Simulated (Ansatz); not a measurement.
# C2H3BO: a spread of methods and bases

How do the results and run time of C2H3BO respond when the settings are drawn wide?

The runs use Ansatz 0.2.0, Gaussian basis; the settings change from run to run.

### 1 The molecule

An earlier PBE0-D4 in a triple-zeta def2 set relaxation fixed the geometry.

SMILES `OC1=CB1`, 7 atoms, charge 0, spin multiplicity 1.

Atoms are counted from 1 here; the program's logs count them from 0.

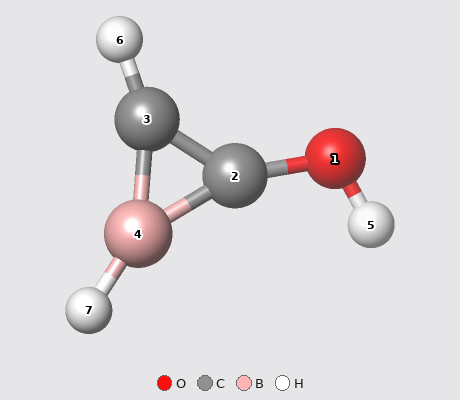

The geometry (oxygen red, carbon grey, boron pink, hydrogen white); atoms are numbered from 1 in the order of the file.

### 2 B97/cc-pVDZ

Options: coordinates scaled by 1.12, finite nuclei, high accuracy.

The input, in.yaml:

```yaml
crystal:
  periodic: [false, false, false]
  atoms:
    - {symbol: O, position_ang: [-1.891595, 0.298226, 0.043426]}
    - {symbol: C, position_ang: [-0.427563, 0.062442, -0.001741]}
    - {symbol: C, position_ang: [0.652001, -0.456277, 0.912875]}
    - {symbol: B, position_ang: [1.106866, 0.014623, -0.596919]}
    - {symbol: H, position_ang: [-2.208615, 0.698440, -0.906571]}
    - {symbol: H, position_ang: [0.810955, -0.890515, 2.031214]}
    - {symbol: H, position_ang: [2.026496, 0.196903, -1.533468]}
basis:
  gaussian: {orbitals: cc-pVDZ, nuclear_model: gaussian}
hamiltonian: {xc: {name: B97}}
accuracy: high
output: {forces: true}
```

On the command line:

```console
$ ansatz run in.yaml --threads 2 --pin off --events-out ev --progress --plain --max-ram 4352MiB
```

Standard output, shortened:

```text
Functional definition: B97
  name "B97"
  cite "Becke, J. Chem. Phys. 107, 8554 (1997) doi:10.1063/1.475007"
[...]
      + integral(e_c_pw_opposite_spin*poly(b97_u_opposite, cos0, cos1, cos2))
1586 factors; integrals over basis functions are off by at most 2.9e-9 eV
[...]
mean field -4841.13039418 eV, -177.9082605501 hartree, gradient 5.3e-8 eV, S^2 0.000000; 0 other end points of the search recorded, 0 dependent functions left out
[...]
reference -4841.13039606 eV, -177.9082606192 hartree; 14, 14 occupied and 57, 57 virtual orbitals, 1586 factors
Total energy: -4841.13039606 eV, -177.9082606192 hartree
Atom 0 at    -1.891595     0.298226     0.043426 Å, force     2.796167     0.514702    -2.738989 eV/Å
Atom 1 at    -0.427563     0.062442    -0.001741 Å, force     1.901122    -0.804480     1.311051 eV/Å
Atom 2 at     0.652001    -0.456277     0.912875 Å, force    -2.141584     1.442263    -2.950336 eV/Å
Atom 3 at     1.106866     0.014623    -0.596919 Å, force    -1.913652    -0.483278     2.234557 eV/Å
Atom 4 at    -2.208615     0.698440    -0.906571 Å, force     1.569280    -1.407509     3.125887 eV/Å
Atom 5 at     0.810955    -0.890515     2.031214 Å, force    -0.479951     1.066431    -2.704059 eV/Å
Atom 6 at     2.026496     0.196903    -1.533468 Å, force    -1.731381    -0.328130     1.721889 eV/Å
Dipole moment:    -0.097943     0.083055    -0.181928 e Å
```

Wall time 8 s (2 threads of Arm Neoverse V1, shared host).

Largest force 3.948 eV/Å, dipole 1.07 D.

### 3 BHLYP/cc-pVDZ

Set apart from the defaults: atoms shaken by 0.15 Å, density fitting with cc-pVTZ-jkfit.

The input, in.yaml:

```yaml
crystal:
  periodic: [false, false, false]
  atoms:
    - {symbol: O, position_ang: [-1.636465, 0.400695, -0.037091]}
    - {symbol: C, position_ang: [-0.644023, 0.125705, 0.073160]}
    - {symbol: C, position_ang: [0.727838, -0.386222, 0.833667]}
    - {symbol: B, position_ang: [1.119892, 0.169520, -0.729659]}
    - {symbol: H, position_ang: [-1.931884, 0.611236, -0.668389]}
    - {symbol: H, position_ang: [0.645722, -0.668580, 1.861543]}
    - {symbol: H, position_ang: [1.666892, -0.022329, -1.251021]}
basis:
  gaussian: {orbitals: cc-pVDZ, fitting: {mean_field: cc-pVTZ-jkfit}}
hamiltonian: {xc: {name: BHLYP}}
```

The command is unchanged.

Standard output:

```text
Functional definition: BHLYP
  name "BHLYP"
  cite "Becke, J. Chem. Phys. 98, 1372 (1993) doi:10.1063/1.464304"
  cite "Becke, Phys. Rev. A 38, 3098 (1988) doi:10.1103/PhysRevA.38.3098"
  cite "Lee, Yang & Parr, Phys. Rev. B 37, 785 (1988) doi:10.1103/PhysRevB.37.785"
  parameter a = 0.5
  exchange = (1 - a)*b88_x + a*exact_x
  correlation = lyp_c
406 factors; integrals over basis functions are off by at most 8.2e-2 eV
mean field evaluation 1: about -4823.9100 eV, gradient 3.8e1 eV
mean field evaluation 2: about -4825.2929 eV, gradient 2.8e1 eV
mean field evaluation 4: about -4827.0449 eV, gradient 2.0e0 eV
mean field evaluation 8: about -4827.0551 eV, gradient 8.5e-2 eV
mean field evaluation 16: about -4827.0551 eV, gradient 2.5e-5 eV
mean field -4827.05508820 eV, -177.3910025959 hartree, gradient 2.5e-5 eV, S^2 0.000000; 0 other end points of the search recorded, 0 dependent functions left out
reference -4827.05522408 eV, -177.3910075893 hartree; 14, 14 occupied and 57, 57 virtual orbitals, 406 factors
Total energy: -4827.05522408 eV, -177.3910075893 hartree
```

It took 0.65 s on 2 threads of Arm Neoverse V1, shared host.

### 4 PBE/def2-TZVPD

Set apart from the defaults: charge +1, multiplicity 2, D4 dispersion, relativity set to scalar.

The input, in.yaml:

```yaml
crystal:
  periodic: [false, false, false]
  atoms:
    - {symbol: O, position_ang: [-1.688924, 0.266273, 0.038773]}
    - {symbol: C, position_ang: [-0.381752, 0.055752, -0.001555]}
    - {symbol: C, position_ang: [0.582144, -0.407391, 0.815067]}
    - {symbol: B, position_ang: [0.988273, 0.013056, -0.532964]}
    - {symbol: H, position_ang: [-1.971978, 0.623607, -0.809438]}
    - {symbol: H, position_ang: [0.724067, -0.795103, 1.813584]}
    - {symbol: H, position_ang: [1.809372, 0.175806, -1.369167]}
basis:
  gaussian: {orbitals: def2-TZVPD}
total_charge: 1
magnetization: {spin_polarized: true, initial_magnetization: 1}
hamiltonian: {xc: {name: PBE}, dispersion: d4, pseudopotentials: {relativity: scalar}}
output: {forces: true}
```

The command is unchanged.

Standard output, shortened:

```text
Functional definition: PBE
  name "PBE"
  cite "Perdew, Burke & Ernzerhof, Phys. Rev. Lett. 77, 3865 (1996) doi:10.1103/PhysRevLett.77.3865"
  parent pbe
[...]
850 factors; their error is unknown
[...]
mean field -4832.28285719 eV, -177.5831195627 hartree, gradient 9.2e-7 eV, S^2 0.752277; 6 other end points of the search recorded, 0 dependent functions left out
[...]
reference -4832.28289761 eV, -177.5831210483 hartree; 14, 13 occupied and 164, 165 virtual orbitals, 850 factors
Total energy: -4832.36571304 eV, -177.5861644589 hartree
Relativity: scalar
Atom 0 at    -1.688924     0.266273     0.038773 Å, force     2.400782    -0.135088    -0.765367 eV/Å
Atom 1 at    -0.381752     0.055752    -0.001555 Å, force    -4.467372    -0.997947     4.858462 eV/Å
Atom 2 at     0.582144    -0.407391     0.815067 Å, force    -1.171097     1.125525    -2.539062 eV/Å
Atom 3 at     0.988273     0.013056    -0.532964 Å, force     4.579816    -0.545951    -0.668104 eV/Å
Atom 4 at    -1.971978     0.623607    -0.809438 Å, force    -1.177222     0.548184    -0.949465 eV/Å
Atom 5 at     0.724067    -0.795103     1.813584 Å, force     0.250742    -0.246189     0.557888 eV/Å
Atom 6 at     1.809372     0.175806    -1.369167 Å, force    -0.415649     0.251467    -0.494352 eV/Å
Dipole moment:     0.146669     0.048997    -0.204145 e Å
```

Run time: 12 s. Hardware: 2 threads of Arm Neoverse V1, shared host; peak memory 0.39 GiB.

Largest force 6.675 eV/Å, ⟨S²⟩ 0.752.

### 5 BHLYP/STO-3G

This run has high accuracy.

Edit in.yaml of step 4 so:

```diff
@@ -11,6 +11,5 @@
 basis:
-  gaussian: {orbitals: def2-TZVPD}
-total_charge: 1
-magnetization: {spin_polarized: true, initial_magnetization: 1}
-hamiltonian: {xc: {name: PBE}, dispersion: d4, pseudopotentials: {relativity: scalar}}
+  gaussian: {orbitals: STO-3G}
+hamiltonian: {xc: {name: BHLYP}}
+accuracy: high
 output: {forces: true}
```

Same command.

Standard output, shortened:

```text
Functional definition: BHLYP
  name "BHLYP"
  cite "Becke, J. Chem. Phys. 98, 1372 (1993) doi:10.1063/1.464304"
  cite "Becke, Phys. Rev. A 38, 3098 (1988) doi:10.1103/PhysRevA.38.3098"
  cite "Lee, Yang & Parr, Phys. Rev. B 37, 785 (1988) doi:10.1103/PhysRevB.37.785"
[...]
449 factors; integrals over basis functions are off by at most 3.1e-8 eV
[...]
mean field -4778.87062650 eV, -175.6202562890 hartree, gradient 4.1e-8 eV, S^2 0.000000; 0 other end points of the search recorded, 0 dependent functions left out
[...]
reference -4778.87064686 eV, -175.6202570373 hartree; 14, 14 occupied and 9, 9 virtual orbitals, 449 factors
Total energy: -4778.87064686 eV, -175.6202570373 hartree
Atom 0 at    -1.688924     0.266273     0.038773 Å, force    -1.482246    -0.708645     2.649855 eV/Å
Atom 1 at    -0.381752     0.055752    -0.001555 Å, force     1.533477     0.132192    -1.089554 eV/Å
Atom 2 at     0.582144    -0.407391     0.815067 Å, force     1.112198     0.015324    -0.568786 eV/Å
Atom 3 at     0.988273     0.013056    -0.532964 Å, force     0.124410    -0.233722     0.583485 eV/Å
Atom 4 at    -1.971978     0.623607    -0.809438 Å, force    -0.509615     0.964716    -2.410486 eV/Å
Atom 5 at     0.724067    -0.795103     1.813584 Å, force     0.009898    -0.055775     0.148637 eV/Å
Atom 6 at     1.809372     0.175806    -1.369167 Å, force    -0.788122    -0.114089     0.686850 eV/Å
Dipole moment:    -0.233622     0.096232    -0.153893 e Å
```

Wall time 1.1 s (2 threads of Arm Neoverse V1, shared host).

Largest force 3.118 eV/Å, dipole 1.42 D.

### 6 PBEsol/cc-pVTZ

This run has D4 dispersion, relativity set to none, high accuracy, the search for lower states set to full.

Edit in.yaml of step 5 so:

```diff
@@ -11,5 +11,6 @@
 basis:
-  gaussian: {orbitals: STO-3G}
-hamiltonian: {xc: {name: BHLYP}}
+  gaussian: {orbitals: cc-pVTZ}
+hamiltonian: {xc: {name: PBEsol}, dispersion: d4, pseudopotentials: {relativity: none}}
 accuracy: high
+scf: {lower_state_search: full}
 output: {forces: true}
```

Launched as before.

Standard output, shortened:

```text
Functional definition: PBEsol
  name "PBEsol"
  cite "Perdew et al., Phys. Rev. Lett. 100, 136406 (2008) doi:10.1103/PhysRevLett.100.136406"
  cite "Perdew, Burke & Ernzerhof, Phys. Rev. Lett. 77, 3865 (1996) doi:10.1103/PhysRevLett.77.3865"
  parent pbesol
[...]
2768 factors; integrals over basis functions are off by at most 3.1e-9 eV
[...]
mean field -4820.77804621 eV, -177.1603255576 hartree, gradient 5.4e-8 eV, S^2 0.000000; 0 other end points of the search recorded, 0 dependent functions left out
[...]
reference -4820.77804958 eV, -177.1603256813 hartree; 14, 14 occupied and 148, 148 virtual orbitals, 2768 factors
Total energy: -4820.80918696 eV, -177.1614699589 hartree
Atom 0 at    -1.688924     0.266273     0.038773 Å, force    -0.143874    -0.185710     0.578601 eV/Å
Atom 1 at    -0.381752     0.055752    -0.001555 Å, force    -0.302730     0.140021    -0.241540 eV/Å
Atom 2 at     0.582144    -0.407391     0.815067 Å, force     0.216478    -0.108546     0.195869 eV/Å
Atom 3 at     0.988273     0.013056    -0.532964 Å, force     0.137121     0.034755    -0.160493 eV/Å
Atom 4 at    -1.971978     0.623607    -0.809438 Å, force    -0.152308     0.224269    -0.544327 eV/Å
Atom 5 at     0.724067    -0.795103     1.813584 Å, force     0.067120    -0.130737     0.327588 eV/Å
Atom 6 at     1.809372     0.175806    -1.369167 Å, force     0.178194     0.025949    -0.155698 eV/Å
Dipole moment:    -0.236183     0.085764    -0.123910 e Å
```

It took 9.5 s on 2 threads of Arm Neoverse V1, shared host; peak memory 0.55 GiB.

Largest force 0.624 eV/Å, dipole 1.35 D.

### 7 RPBE/ANO-RCC-VTZP

Set apart from the defaults: atoms shaken by 0.15 Å, a point charge of 0.50 e beside it, D3(BJ) with three-body dispersion.

The input, in.yaml:

```yaml
crystal:
  periodic: [false, false, false]
  atoms:
    - {symbol: O, position_ang: [-1.681273, 0.484266, 0.033005]}
    - {symbol: C, position_ang: [-0.278352, 0.264813, 0.029047]}
    - {symbol: C, position_ang: [0.735685, -0.828595, 0.711332]}
    - {symbol: B, position_ang: [1.118013, 0.047823, -0.382238]}
    - {symbol: H, position_ang: [-1.774580, 0.438783, -0.926511]}
    - {symbol: H, position_ang: [0.784500, -0.738565, 1.815024]}
    - {symbol: H, position_ang: [1.596654, 0.180775, -1.326660]}
basis:
  gaussian: {orbitals: ANO-RCC-VTZP, point_charges: [{charge: 0.50, position_ang: [5.339, -0.564, -0.445]}]}
hamiltonian: {xc: {name: RPBE}, dispersion: d3bjatm}
```

The command is unchanged.

Standard output:

```text
Functional definition: RPBE
  name "RPBE"
  cite "Hammer, Hansen & Nørskov, Phys. Rev. B 59, 7413 (1999) doi:10.1103/PhysRevB.59.7413"
  cite "Perdew, Burke & Ernzerhof, Phys. Rev. Lett. 77, 3865 (1996) doi:10.1103/PhysRevLett.77.3865"
  parameter kappa = 0.804
  parameter beta = 0.06672455060314922
  exchange = rpbe_x(kappa = kappa, mu = beta*pi^2/3)
  correlation = pbe_c(beta = beta)
1071 factors; their error is unknown
mean field evaluation 1: about -4839.4961 eV, gradient 5.5e1 eV
mean field evaluation 2: about -4828.0609 eV, gradient 8.5e1 eV
mean field evaluation 4: about -4846.4519 eV, gradient 7.9e0 eV
mean field evaluation 8: about -4846.5844 eV, gradient 1.3e-1 eV
mean field evaluation 16: about -4846.5529 eV, gradient 2.8e-4 eV
mean field -4846.55288996 eV, -178.1075335945 hartree, gradient 1.1e-5 eV, S^2 0.000000; 0 other end points of the search recorded, 0 dependent functions left out
reference -4846.55294947 eV, -178.1075357815 hartree; 14, 14 occupied and 148, 148 virtual orbitals, 1071 factors
Total energy: -4847.15398107 eV, -178.1296232853 hartree
Relativity: scalar
```

Wall time 2.9 s (2 threads of Arm Neoverse V1, shared host).

### 8 B3LYP/def2-mTZVP

This run has charge -1, multiplicity 2, restricted open-shell orbitals, density fitting with def2-universal-jkfit, D3(BJ) dispersion, relativity set to none, high accuracy.

The input, in.yaml:

```yaml
crystal:
  periodic: [false, false, false]
  atoms:
    - {symbol: O, position_ang: [-1.688924, 0.266273, 0.038773]}
    - {symbol: C, position_ang: [-0.381752, 0.055752, -0.001555]}
    - {symbol: C, position_ang: [0.582144, -0.407391, 0.815067]}
    - {symbol: B, position_ang: [0.988273, 0.013056, -0.532964]}
    - {symbol: H, position_ang: [-1.971978, 0.623607, -0.809438]}
    - {symbol: H, position_ang: [0.724067, -0.795103, 1.813584]}
    - {symbol: H, position_ang: [1.809372, 0.175806, -1.369167]}
basis:
  gaussian: {orbitals: def2-mTZVP, fitting: {mean_field: def2-universal-jkfit}}
total_charge: -1
magnetization: {spin_polarized: false, initial_magnetization: 1}
hamiltonian: {xc: {name: B3LYP}, dispersion: d3bj, pseudopotentials: {relativity: none}}
accuracy: high
output: {forces: true}
```

The command is unchanged.

Standard output, shortened:

```text
Functional definition: B3LYP
  name "B3LYP"
  cite "Stephens, Devlin, Chabalowski & Frisch, J. Phys. Chem. 98, 11623 (1994) doi:10.1021/j100096a001"
  cite "Becke, Phys. Rev. A 38, 3098 (1988) doi:10.1103/PhysRevA.38.3098"
  cite "Lee, Yang & Parr, Phys. Rev. B 37, 785 (1988) doi:10.1103/PhysRevB.37.785"
  cite "Vosko, Wilk & Nusair, Can. J. Phys. 58, 1200 (1980) doi:10.1139/p80-159"
[...]
356 factors; integrals over basis functions are off by at most 8.8e-1 eV
[...]
mean field -4844.21716827 eV, -178.0216974058 hartree, gradient 1.9e-8 eV, S^2 0.750000; 16 other end points of the search recorded, 0 dependent functions left out
[...]
reference -4844.21720675 eV, -178.0216988198 hartree; 15, 14 occupied and 75, 76 virtual orbitals, 356 factors
Total energy: -4844.39779416 eV, -178.0283352846 hartree
Atom 0 at    -1.688924     0.266273     0.038773 Å, force     0.454395    -0.506418     1.932577 eV/Å
Atom 1 at    -0.381752     0.055752    -0.001555 Å, force     0.010625     0.072066     0.086156 eV/Å
Atom 2 at     0.582144    -0.407391     0.815067 Å, force     0.369045     0.305528     1.127335 eV/Å
Atom 3 at     0.988273     0.013056    -0.532964 Å, force    -0.005281    -0.565715    -1.111273 eV/Å
Atom 4 at    -1.971978     0.623607    -0.809438 Å, force    -0.792685     0.662872    -2.110363 eV/Å
Atom 5 at     0.724067    -0.795103     1.813584 Å, force    -0.141281    -0.378669    -0.002878 eV/Å
Atom 6 at     1.809372     0.175806    -1.369167 Å, force     0.105183     0.410336     0.078445 eV/Å
Dipole moment:     0.184252     0.069252     0.701655 e Å
```

It took 16 s on 2 threads of Arm Neoverse V1, shared host.

Largest force 2.350 eV/Å.

### 9 SPW92/def2-TZVPP

This run has coordinates scaled by 1.12, high accuracy, the search for lower states set to off.

The input, in.yaml:

```yaml
crystal:
  periodic: [false, false, false]
  atoms:
    - {symbol: O, position_ang: [-1.891595, 0.298226, 0.043426]}
    - {symbol: C, position_ang: [-0.427563, 0.062442, -0.001741]}
    - {symbol: C, position_ang: [0.652001, -0.456277, 0.912875]}
    - {symbol: B, position_ang: [1.106866, 0.014623, -0.596919]}
    - {symbol: H, position_ang: [-2.208615, 0.698440, -0.906571]}
    - {symbol: H, position_ang: [0.810955, -0.890515, 2.031214]}
    - {symbol: H, position_ang: [2.026496, 0.196903, -1.533468]}
basis:
  gaussian: {orbitals: def2-TZVPP}
hamiltonian: {xc: {name: SPW92}}
accuracy: high
scf: {lower_state_search: off}
```

Launched as before.

Standard output, shortened:

```text
Functional definition: SPW92
  name "SPW92"
  cite "Dirac, Proc. Camb. Phil. Soc. 26, 376 (1930) doi:10.1017/S0305004100016108"
  cite "Slater, Phys. Rev. 81, 385 (1951) doi:10.1103/PhysRev.81.385"
  cite "Perdew & Wang, Phys. Rev. B 45, 13244 (1992) doi:10.1103/PhysRevB.45.13244"
[...]
2843 factors; integrals over basis functions are off by at most 5.3e-9 eV
[...]
mean field -4802.25290336 eV, -176.4795391146 hartree, gradient 6.2e-8 eV, S^2 0.000000; 0 other end points of the search recorded, 0 dependent functions left out
reference -4802.25290695 eV, -176.4795392463 hartree; 14, 14 occupied and 152, 152 virtual orbitals, 2843 factors
Total energy: -4802.25290695 eV, -176.4795392463 hartree
Checks for a lower state left out: stability, starts, cluster_reference, orbital_swaps, neighbouring_geometries, increment
```

Wall time 5 s (2 threads of Arm Neoverse V1, shared host); peak memory 0.44 GiB.

### 10 r2SCAN/aug-pcseg-2

This run has atoms shaken by 0.03 Å, D4 dispersion, relativity set to none.

The input, in.yaml:

```yaml
crystal:
  periodic: [false, false, false]
  atoms:
    - {symbol: O, position_ang: [-1.698036, 0.231266, 0.086428]}
    - {symbol: C, position_ang: [-0.404961, 0.063739, -0.048964]}
    - {symbol: C, position_ang: [0.589194, -0.413305, 0.835569]}
    - {symbol: B, position_ang: [0.998958, 0.016338, -0.587038]}
    - {symbol: H, position_ang: [-1.984954, 0.591479, -0.824954]}
    - {symbol: H, position_ang: [0.692950, -0.794269, 1.799470]}
    - {symbol: H, position_ang: [1.820694, 0.127214, -1.359250]}
basis:
  gaussian: {orbitals: aug-pcseg-2}
hamiltonian: {xc: {name: r2SCAN}, dispersion: d4, pseudopotentials: {relativity: none}}
```

The command is unchanged.

Standard output:

```text
Functional definition: r2SCAN
  name "r2SCAN"
  cite "Furness, Kaplan, Ning, Perdew & Sun, J. Phys. Chem. Lett. 11, 8208 (2020) doi:10.1021/acs.jpclett.0c02405"
  cite "Furness, Kaplan, Ning, Perdew & Sun, J. Phys. Chem. Lett. 11, 9248 (2020) doi:10.1021/acs.jpclett.0c03077"
  parent r2scan
  parameter k0 = 0.174
  parameter k1 = 0.065
  parameter a1 = 4.9479
  exchange = r2scan_x(k0 = k0, k1 = k1, a1 = a1)
  correlation = r2scan_c
978 factors; their error is unknown
mean field evaluation 1: about -4835.0088 eV, gradient 6.0e1 eV
mean field evaluation 2: about -4825.6313 eV, gradient 8.3e1 eV
mean field evaluation 4: about -4843.0372 eV, gradient 7.4e0 eV
mean field evaluation 8: about -4843.1866 eV, gradient 1.1e-1 eV
mean field evaluation 16: about -4843.1390 eV, gradient 3.2e-4 eV
mean field -4843.13895041 eV, -177.9820736302 hartree, gradient 3.6e-5 eV, S^2 0.000000; 0 other end points of the search recorded, 0 dependent functions left out
reference -4843.13896939 eV, -177.9820743276 hartree; 14, 14 occupied and 239, 239 virtual orbitals, 978 factors
Total energy: -4843.16254921 eV, -177.9829408701 hartree
```

Run time: 6.5 s. Hardware: 2 threads of Arm Neoverse V1, shared host.

### 11 All runs side by side

| level | charge | multiplicity | geometry | functions | energy (eV) | time |
| --- | --- | --- | --- | --- | --- | --- |
| B97/cc-pVDZ | 0 | 1 | scaled | 71 | -4841.130 | 8 s |
| BHLYP/cc-pVDZ | 0 | 1 | shaken | 71 | -4827.055 | 0.65 s |
| PBE/def2-TZVPD | 1 | 2 | relaxed | 178 | -4832.366 | 12 s |
| BHLYP/STO-3G | 0 | 1 | relaxed | 23 | -4778.871 | 1.1 s |
| PBEsol/cc-pVTZ | 0 | 1 | relaxed | 162 | -4820.809 | 9.5 s |
| RPBE/ANO-RCC-VTZP | 0 | 1 | shaken, point charge | 162 | -4847.154 | 2.9 s |
| B3LYP/def2-mTZVP | -1 | 2 | relaxed | 90 | -4844.398 | 16 s |
| SPW92/def2-TZVPP | 0 | 1 | scaled | 166 | -4802.253 | 5 s |
| r2SCAN/aug-pcseg-2 | 0 | 1 | shaken | 253 | -4843.163 | 6.5 s |

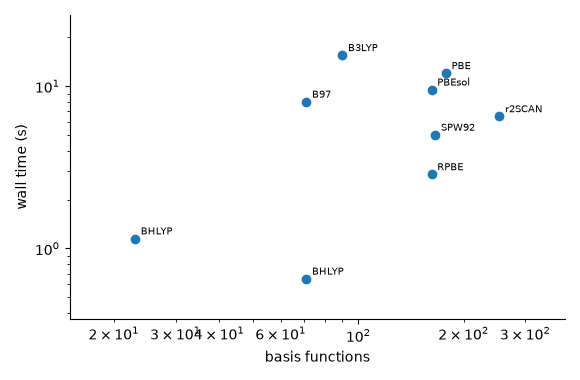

Wall time against the number of basis functions (shared host).

### 12 What came out

```
                                         quantity                   value
                                             runs                       9
                                         quickest   BHLYP/cc-pVDZ, 0.65 s
                                          slowest  B3LYP/def2-mTZVP, 16 s
spread of total energies, same state and geometry                 41.9 eV
                  dipole, same state and geometry          1.35 to 1.42 D
```

What this shows: B3LYP/def2-mTZVP took 24 times as long as BHLYP/cc-pVDZ. The jobs differ in tasks and options as well as level. Total energies at one charge and spin differ by 42 eV between levels, so only differences within one level mean anything. At the PBE0-D4/def2-TZVP geometry and in the same state, runs without warnings or point charges leave forces up to 3.12 eV/Å (BHLYP/STO-3G), against 3.9 eV/Å where the atoms were moved.
